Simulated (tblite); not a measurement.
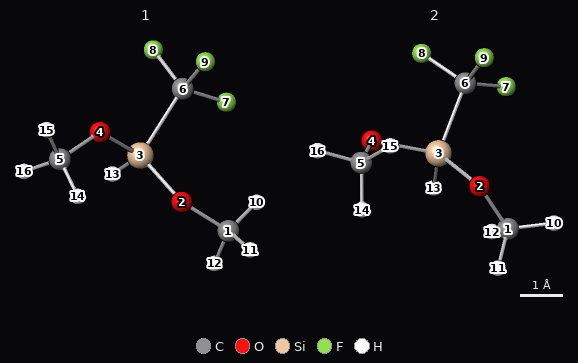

Two geometries of C3H7F3O2Si, drawn at one scale. One is the start of a relaxation, the other its converged end. A ball-and-stick model, seen from a free direction.

All numbers below come from tblite, GFN2-xTB geometry optimisation, gas phase. 

> Which one is relaxed?

Structure 1 is the relaxed one. The atom that moves furthest after the best rigid fit is H15 (1.38 Å). Largest moves by element: H 1.38 Å, O 0.80 Å, F 0.52 Å, C 0.35 Å, Si 0.23 Å. Among the contacts that change: Si3–O4 1.714 → 1.597 Å, Si3–C6 1.867 → 1.942 Å, O2–Si3 1.682 → 1.610 Å, C6–F9 1.386 → 1.344 Å. Bond angles that change, for instance: C1–O2–Si3 106.1° → 132.9°, Si3–O4–C5 112.9° → 131.1°, Si3–C6–F9 105.6° → 114.6°. Groups turn about O4–C5 by about 115°, C1–O2 by about 70°, Si3–O4 by about 55°. After 198 geometry steps the energy has fallen by 138.1 kJ/mol. The run took 1.5 s on 1 thread of Arm Neoverse V1, with other jobs on the host.
